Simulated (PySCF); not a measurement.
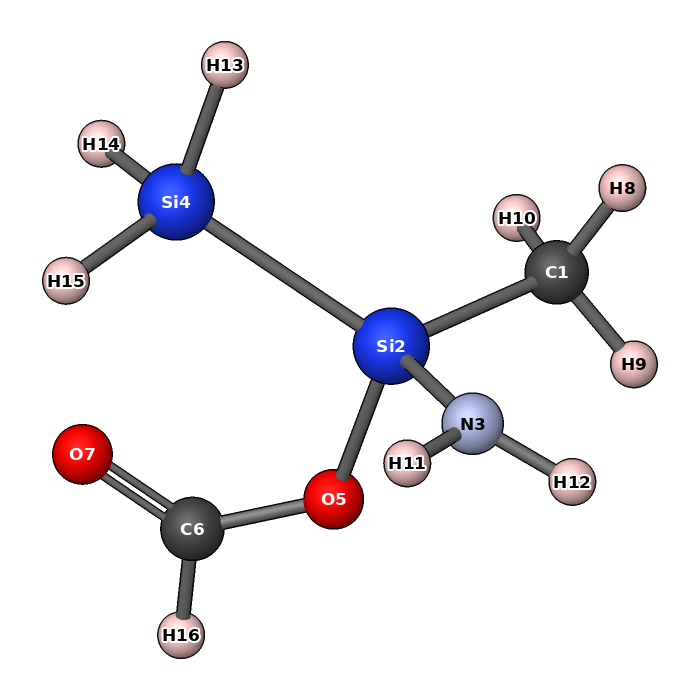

The questions are on isotropic NMR shieldings of the C atoms. The geometry was computed by an optimisation with GFN2-xTB. No frequency run is at hand to confirm it as a minimum. Method: GIAO PBE0/pcSseg-1 NMR shielding, non-relativistic, gas phase (PySCF 2.14.0).

List the isotropic NMR shieldings of the C atoms.

```csv
atom,σ (ppm)
C1,186.2
C6,20.5
```

The geometry is semi-empirical. Around Si such bond lengths and angles can be off by a tenth of an ångström or more and by several degrees, and values that hang on the shape move with them.
